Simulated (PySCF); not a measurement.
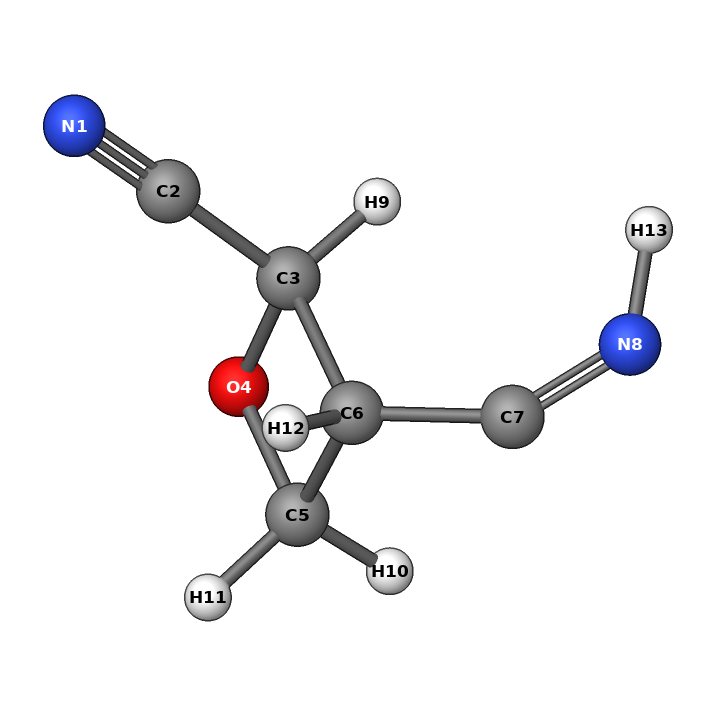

The questions are on Mulliken spin populations. Charge 0, doublet. Computed geometry: GFN2-xTB optimisation. No frequency run is at hand to confirm it as a minimum. Level of theory: UKS B3LYP, pcH-1 on C H N O, non-relativistic (PySCF 2.14.0).

> Which atom carries the largest spin population?

C7 (0.66 e).

> Which atom has the lowest spin population?

C2, C6 (−0.01 e); a negative value comes from spin polarisation.

Give the Mulliken spin populations atom by atom.

```csv
atom,value (e)
N1,0.03
C2,−0.01
C3,0.08
O4,0.00
C5,0.01
C6,−0.01
C7,0.66
N8,0.14
H9,0.00
H10,0.00
H11,0.00
H12,0.00
H13,0.11
```

Mulliken values depend strongly on the basis set.
